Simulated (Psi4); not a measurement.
SiNH4S: molecular dynamics (part 2 of 2)

SiNH4S, multiplicity 2; BLYP/def2-SVP, UKS, dispersion D4 (Psi4 1.11). The geometry comes from this level: PBE0-D4/def2-TZVP.

Geometry of the input (Å):
```
N  -0.7453  0.0247  -0.7696
Si 0.6517  -0.0080  0.2395
S  -0.1042  -0.1843  2.2150
H  -1.3424  0.8376  -0.7534
H  -1.2897  -0.8173  -0.8802
H  1.4065  1.2535  0.0448
H  1.4846  -1.1742  -0.1418
```

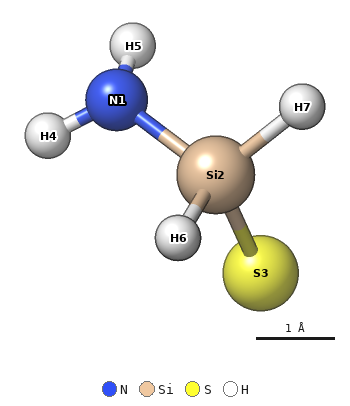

Figure 1. The geometry at step 13 of the log (ball-and-stick view, seen at a tilt; atoms are numbered from 1 in the order of the input).

### Trajectory as extended XYZ (Å, eV, eV/Å), 26 frames, from step=0 to step=25
```
7
Properties=species:S:1:pos:R:3:forces:R:3 step=0 energy=-20260.63258
N    -0.7453    0.0247   -0.7696   -0.0177   0.0382  -0.4939
Si    0.6517   -0.0080    0.2395    0.8377  -0.0275   0.6935
S    -0.1042   -0.1843    2.2150   -0.2324  -0.0285   0.2754
H    -1.3424    0.8376   -0.7534   -0.4645   0.5743  -0.0075
H    -1.2897   -0.8173   -0.8802   -0.4274  -0.5954  -0.0971
H     1.4065    1.2535    0.0448    0.1440   0.2365  -0.1631
H     1.4846   -1.1742   -0.1418    0.1578  -0.1985  -0.1963
7
Properties=species:S:1:pos:R:3:forces:R:3 step=1 energy=-20260.62714
N    -0.7451    0.0250   -0.7698    0.1560   0.0790  -0.4773
Si    0.6511   -0.0081    0.2390    0.9171   0.0120   0.6925
S    -0.1043   -0.1846    2.2154   -0.2286  -0.0319   0.2656
H    -1.3394    0.8360   -0.7515   -0.5512   0.6970  -0.0083
H    -1.2881   -0.8132   -0.8793   -0.5275  -0.7568  -0.1215
H     1.4110    1.2551    0.0463    0.1000   0.1877  -0.1545
H     1.4904   -1.1709   -0.1443    0.1318  -0.1880  -0.1854
7
Properties=species:S:1:pos:R:3:forces:R:3 step=2 energy=-20260.62127
N    -0.7449    0.0253   -0.7701    0.3056   0.1193  -0.4642
Si    0.6506   -0.0082    0.2386    0.9982   0.0502   0.6908
S    -0.1043   -0.1849    2.2159   -0.2246  -0.0351   0.2552
H    -1.3367    0.8348   -0.7496   -0.6246   0.8009  -0.0086
H    -1.2869   -0.8095   -0.8784   -0.6163  -0.8990  -0.1429
H     1.4156    1.2568    0.0478    0.0553   0.1380  -0.1457
H     1.4962   -1.1678   -0.1468    0.1040  -0.1753  -0.1736
7
Properties=species:S:1:pos:R:3:forces:R:3 step=3 energy=-20260.61560
N    -0.7446    0.0257   -0.7703    0.4246   0.1576  -0.4550
Si    0.6501   -0.0083    0.2381    1.0806   0.0865   0.6887
S    -0.1044   -0.1852    2.2164   -0.2203  -0.0382   0.2445
H    -1.3344    0.8341   -0.7477   -0.6819   0.8817  -0.0087
H    -1.2860   -0.8063   -0.8776   -0.6901  -1.0159  -0.1605
H     1.4201    1.2585    0.0492    0.0102   0.0881  -0.1370
H     1.5022   -1.1647   -0.1495    0.0746  -0.1606  -0.1610
7
Properties=species:S:1:pos:R:3:forces:R:3 step=4 energy=-20260.61074
N    -0.7444    0.0260   -0.7706    0.5074   0.1921  -0.4505
Si    0.6496   -0.0084    0.2377    1.1635   0.1207   0.6866
S    -0.1045   -0.1854    2.2168   -0.2158  -0.0412   0.2333
H    -1.3325    0.8340   -0.7459   -0.7208   0.9359  -0.0087
H    -1.2855   -0.8038   -0.8770   -0.7456  -1.1026  -0.1735
H     1.4247    1.2604    0.0504   -0.0347   0.0385  -0.1283
H     1.5081   -1.1618   -0.1523    0.0438  -0.1443  -0.1478
7
Properties=species:S:1:pos:R:3:forces:R:3 step=5 energy=-20260.60718
N    -0.7441    0.0263   -0.7709    0.5497   0.2213  -0.4508
Si    0.6491   -0.0085    0.2373    1.2463   0.1526   0.6846
S    -0.1046   -0.1857    2.2173   -0.2110  -0.0441   0.2217
H    -1.3310    0.8344   -0.7440   -0.7399   0.9612  -0.0090
H    -1.2855   -0.8019   -0.8764   -0.7800  -1.1549  -0.1816
H     1.4293    1.2622    0.0516   -0.0792  -0.0102  -0.1199
H     1.5141   -1.1589   -0.1552    0.0120  -0.1267  -0.1341
7
Properties=species:S:1:pos:R:3:forces:R:3 step=6 energy=-20260.60522
N    -0.7438    0.0267   -0.7712    0.5492   0.2439  -0.4560
Si    0.6486   -0.0086    0.2369    1.3284   0.1819   0.6829
S    -0.1047   -0.1860    2.2178   -0.2060  -0.0469   0.2097
H    -1.3299    0.8353   -0.7421   -0.7384   0.9563  -0.0098
H    -1.2859   -0.8007   -0.8759   -0.7918  -1.1704  -0.1843
H     1.4338    1.2641    0.0528   -0.1227  -0.0573  -0.1116
H     1.5201   -1.1561   -0.1581   -0.0207  -0.1082  -0.1199
7
Properties=species:S:1:pos:R:3:forces:R:3 step=7 energy=-20260.60494
N    -0.7435    0.0271   -0.7715    0.5056   0.2589  -0.4659
Si    0.6482   -0.0087    0.2365    1.4091   0.2084   0.6817
S    -0.1048   -0.1863    2.2182   -0.2008  -0.0496   0.1973
H    -1.3293    0.8369   -0.7403   -0.7167   0.9214  -0.0112
H    -1.2868   -0.8002   -0.8756   -0.7803  -1.1484  -0.1818
H     1.4383    1.2659    0.0538   -0.1650  -0.1024  -0.1037
H     1.5261   -1.1534   -0.1611   -0.0540  -0.0891  -0.1053
7
Properties=species:S:1:pos:R:3:forces:R:3 step=8 energy=-20260.60615
N    -0.7431    0.0274   -0.7719    0.4205   0.2660  -0.4801
Si    0.6478   -0.0087    0.2361    1.4878   0.2323   0.6810
S    -0.1049   -0.1866    2.2187   -0.1953  -0.0522   0.1845
H    -1.3292    0.8390   -0.7384   -0.6758   0.8580  -0.0135
H    -1.2882   -0.8004   -0.8753   -0.7459  -1.0898  -0.1741
H     1.4427    1.2676    0.0548   -0.2057  -0.1451  -0.0962
H     1.5321   -1.1507   -0.1642   -0.0875  -0.0698  -0.0906
7
Properties=species:S:1:pos:R:3:forces:R:3 step=9 energy=-20260.60847
N    -0.7428    0.0278   -0.7723    0.2974   0.2651  -0.4980
Si    0.6475   -0.0088    0.2358    1.5640   0.2533   0.6809
S    -0.1050   -0.1869    2.2192   -0.1897  -0.0548   0.1714
H    -1.3294    0.8416   -0.7366   -0.6177   0.7689  -0.0168
H    -1.2900   -0.8013   -0.8752   -0.6902  -0.9977  -0.1618
H     1.4469    1.2693    0.0558   -0.2447  -0.1851  -0.0891
H     1.5380   -1.1481   -0.1674   -0.1211  -0.0506  -0.0758
7
Properties=species:S:1:pos:R:3:forces:R:3 step=10 energy=-20260.61135
N    -0.7424    0.0282   -0.7727    0.1417   0.2570  -0.5187
Si    0.6471   -0.0089    0.2355    1.6369   0.2715   0.6813
S    -0.1051   -0.1872    2.2197   -0.1840  -0.0572   0.1581
H    -1.3300    0.8446   -0.7347   -0.5449   0.6577  -0.0210
H    -1.2923   -0.8027   -0.8751   -0.6157  -0.8761  -0.1455
H     1.4510    1.2708    0.0567   -0.2816  -0.2220  -0.0823
H     1.5438   -1.1455   -0.1705   -0.1544  -0.0317  -0.0609
7
Properties=species:S:1:pos:R:3:forces:R:3 step=11 energy=-20260.61419
N    -0.7420    0.0286   -0.7731   -0.0404   0.2424  -0.5413
Si    0.6468   -0.0090    0.2351    1.7060   0.2870   0.6822
S    -0.1052   -0.1875    2.2202   -0.1781  -0.0595   0.1445
H    -1.3310    0.8481   -0.7329   -0.4604   0.5288  -0.0262
H    -1.2949   -0.8047   -0.8752   -0.5256  -0.7305  -0.1259
H     1.4549    1.2723    0.0575   -0.3162  -0.2555  -0.0761
H     1.5496   -1.1429   -0.1738   -0.1872  -0.0135  -0.0462
7
Properties=species:S:1:pos:R:3:forces:R:3 step=12 energy=-20260.61638
N    -0.7416    0.0290   -0.7735   -0.2417   0.2226  -0.5649
Si    0.6466   -0.0090    0.2348    1.7707   0.2999   0.6834
S    -0.1053   -0.1878    2.2206   -0.1721  -0.0618   0.1306
H    -1.3322    0.8519   -0.7311   -0.3676   0.3871  -0.0323
H    -1.2978   -0.8071   -0.8753   -0.4235  -0.5669  -0.1039
H     1.4586    1.2735    0.0583   -0.3485  -0.2855  -0.0703
H     1.5552   -1.1403   -0.1770   -0.2192   0.0038  -0.0317
7
Properties=species:S:1:pos:R:3:forces:R:3 step=13 energy=-20260.61741
N    -0.7413    0.0295   -0.7740   -0.4548   0.1990  -0.5886
Si    0.6464   -0.0091    0.2345    1.8305   0.3102   0.6849
S    -0.1054   -0.1881    2.2211   -0.1659  -0.0640   0.1166
H    -1.3336    0.8559   -0.7293   -0.2697   0.2376  -0.0391
H    -1.3009   -0.8098   -0.8754   -0.3135  -0.3916  -0.0803
H     1.4621    1.2746    0.0591   -0.3781  -0.3118  -0.0650
H     1.5607   -1.1377   -0.1803   -0.2503   0.0199  -0.0175
7
Properties=species:S:1:pos:R:3:forces:R:3 step=14 energy=-20260.61692
N    -0.7409    0.0299   -0.7745   -0.6727   0.1729  -0.6115
Si    0.6462   -0.0091    0.2342    1.8849   0.3180   0.6864
S    -0.1055   -0.1884    2.2216   -0.1597  -0.0662   0.1024
H    -1.3352    0.8600   -0.7276   -0.1699   0.0849  -0.0466
H    -1.3043   -0.8128   -0.8757   -0.1991  -0.2107  -0.0560
H     1.4654    1.2755    0.0598   -0.4052  -0.3343  -0.0602
H     1.5660   -1.1351   -0.1835   -0.2802   0.0347  -0.0036
7
Properties=species:S:1:pos:R:3:forces:R:3 step=15 energy=-20260.61474
N    -0.7406    0.0304   -0.7750   -0.8885   0.1455  -0.6328
Si    0.6461   -0.0092    0.2340    1.9334   0.3235   0.6877
S    -0.1056   -0.1887    2.2221   -0.1535  -0.0683   0.0881
H    -1.3369    0.8642   -0.7258   -0.0711  -0.0665  -0.0544
H    -1.3078   -0.8159   -0.8759   -0.0842  -0.0300  -0.0318
H     1.4685    1.2762    0.0605   -0.4294  -0.3529  -0.0558
H     1.5712   -1.1325   -0.1868   -0.3087   0.0480   0.0098
7
Properties=species:S:1:pos:R:3:forces:R:3 step=16 energy=-20260.61090
N    -0.7403    0.0308   -0.7756   -1.0964   0.1179  -0.6517
Si    0.6460   -0.0092    0.2337    1.9757   0.3267   0.6888
S    -0.1057   -0.1890    2.2226   -0.1472  -0.0703   0.0737
H    -1.3386    0.8684   -0.7241    0.0241  -0.2127  -0.0624
H    -1.3113   -0.8191   -0.8762    0.0281   0.1456  -0.0082
H     1.4713    1.2767    0.0611   -0.4507  -0.3675  -0.0520
H     1.5762   -1.1299   -0.1901   -0.3356   0.0596   0.0227
7
Properties=species:S:1:pos:R:3:forces:R:3 step=17 energy=-20260.60561
N    -0.7401    0.0313   -0.7762   -1.2911   0.0910  -0.6678
Si    0.6459   -0.0092    0.2335    2.0114   0.3278   0.6894
S    -0.1059   -0.1893    2.2231   -0.1408  -0.0723   0.0593
H    -1.3403    0.8724   -0.7225    0.1135  -0.3502  -0.0705
H    -1.3148   -0.8221   -0.8765    0.1351   0.3118   0.0140
H     1.4738    1.2770    0.0617   -0.4692  -0.3781  -0.0486
H     1.5810   -1.1272   -0.1933   -0.3607   0.0693   0.0350
7
Properties=species:S:1:pos:R:3:forces:R:3 step=18 energy=-20260.59923
N    -0.7399    0.0317   -0.7768   -1.4684   0.0655  -0.6804
Si    0.6459   -0.0092    0.2333    2.0402   0.3270   0.6893
S    -0.1060   -0.1896    2.2236   -0.1345  -0.0743   0.0449
H    -1.3420    0.8762   -0.7208    0.1951  -0.4763  -0.0784
H    -1.3183   -0.8250   -0.8768    0.2343   0.4649   0.0344
H     1.4760    1.2771    0.0623   -0.4847  -0.3847  -0.0456
H     1.5856   -1.1245   -0.1966   -0.3840   0.0771   0.0467
7
Properties=species:S:1:pos:R:3:forces:R:3 step=19 energy=-20260.59224
N    -0.7398    0.0322   -0.7774   -1.6249   0.0419  -0.6893
Si    0.6459   -0.0093    0.2331    2.0618   0.3242   0.6883
S    -0.1061   -0.1899    2.2241   -0.1282  -0.0762   0.0305
H    -1.3435    0.8798   -0.7193    0.2677  -0.5887  -0.0860
H    -1.3215   -0.8275   -0.8770    0.3241   0.6024   0.0527
H     1.4780    1.2769    0.0629   -0.4971  -0.3873  -0.0430
H     1.5899   -1.1217   -0.1998   -0.4053   0.0829   0.0577
7
Properties=species:S:1:pos:R:3:forces:R:3 step=20 energy=-20260.58518
N    -0.7397    0.0327   -0.7781   -1.7579   0.0204  -0.6941
Si    0.6460   -0.0093    0.2329    2.0760   0.3196   0.6864
S    -0.1063   -0.1902    2.2246   -0.1219  -0.0780   0.0161
H    -1.3449    0.8830   -0.7177    0.3300  -0.6856  -0.0931
H    -1.3246   -0.8297   -0.8772    0.4030   0.7221   0.0685
H     1.4797    1.2765    0.0634   -0.5066  -0.3859  -0.0409
H     1.5941   -1.1189   -0.2030   -0.4244   0.0866   0.0680
7
Properties=species:S:1:pos:R:3:forces:R:3 step=21 energy=-20260.57857
N    -0.7397    0.0331   -0.7787   -1.8656   0.0013  -0.6946
Si    0.6461   -0.0093    0.2327    2.0826   0.3133   0.6834
S    -0.1064   -0.1905    2.2251   -0.1157  -0.0799   0.0018
H    -1.3461    0.8857   -0.7163    0.3811  -0.7657  -0.0996
H    -1.3275   -0.8315   -0.8774    0.4699   0.8224   0.0817
H     1.4810    1.2758    0.0639   -0.5131  -0.3804  -0.0392
H     1.5979   -1.1160   -0.2061   -0.4413   0.0882   0.0775
7
Properties=species:S:1:pos:R:3:forces:R:3 step=22 energy=-20260.57295
N    -0.7399    0.0336   -0.7795   -1.9465  -0.0154  -0.6909
Si    0.6463   -0.0092    0.2325    2.0815   0.3054   0.6792
S    -0.1065   -0.1908    2.2256   -0.1095  -0.0816  -0.0125
H    -1.3470    0.8881   -0.7149    0.4207  -0.8282  -0.1053
H    -1.3301   -0.8328   -0.8776    0.5241   0.9025   0.0921
H     1.4821    1.2750    0.0644   -0.5164  -0.3710  -0.0379
H     1.6015   -1.1131   -0.2092   -0.4559   0.0876   0.0862
7
Properties=species:S:1:pos:R:3:forces:R:3 step=23 energy=-20260.56873
N    -0.7400    0.0340   -0.7802   -1.9996  -0.0296  -0.6828
Si    0.6465   -0.0092    0.2324    2.0727   0.2959   0.6738
S    -0.1067   -0.1911    2.2261   -0.1033  -0.0834  -0.0267
H    -1.3477    0.8899   -0.7135    0.4481  -0.8722  -0.1102
H    -1.3323   -0.8336   -0.8776    0.5650   0.9614   0.0997
H     1.4828    1.2739    0.0649   -0.5168  -0.3577  -0.0370
H     1.6048   -1.1102   -0.2122   -0.4681   0.0848   0.0941
7
Properties=species:S:1:pos:R:3:forces:R:3 step=24 energy=-20260.56624
N    -0.7403    0.0345   -0.7810   -2.0245  -0.0414  -0.6705
Si    0.6468   -0.0092    0.2322    2.0560   0.2849   0.6671
S    -0.1068   -0.1914    2.2266   -0.0973  -0.0850  -0.0408
H    -1.3481    0.8912   -0.7122    0.4633  -0.8975  -0.1141
H    -1.3342   -0.8337   -0.8777    0.5922   0.9989   0.1045
H     1.4832    1.2726    0.0653   -0.5141  -0.3404  -0.0365
H     1.6079   -1.1071   -0.2152   -0.4778   0.0797   0.1011
7
Properties=species:S:1:pos:R:3:forces:R:3 step=25 energy=-20260.56567
N    -0.7407    0.0350   -0.7818   -2.0208  -0.0507  -0.6540
Si    0.6471   -0.0092    0.2321    2.0316   0.2724   0.6592
S    -0.1069   -0.1917    2.2271   -0.0913  -0.0867  -0.0547
H    -1.3483    0.8919   -0.7110    0.4661  -0.9038  -0.1168
H    -1.3358   -0.8333   -0.8776    0.6056   1.0148   0.1063
H     1.4834    1.2711    0.0657   -0.5083  -0.3193  -0.0363
H     1.6106   -1.1041   -0.2181   -0.4850   0.0725   0.1072
```

### Key numbers

```json
{"quantity": "outcome", "value": "finished"}
{"quantity": "trajectory", "value": "26 frames kept"}
{"quantity": "potential energy (last step)", "value": "−744.562055 hartree"}
{"quantity": "dispersion energy (last step)", "value": "−0.011113 hartree"}
{"quantity": "basis functions (last step)", "value": "70"}
{"quantity": "⟨S²⟩ (last step)", "value": "0.752"}
{"quantity": "dipole moment (last step)", "value": "2.38 D"}
{"quantity": "hardware", "value": "1 thread of Intel Xeon @ 2.90GHz (Ice Lake), 16 GiB of memory available, shared host"}
{"quantity": "wall time", "value": "6.9 min"}
{"quantity": "peak memory", "value": "1 GiB"}
```
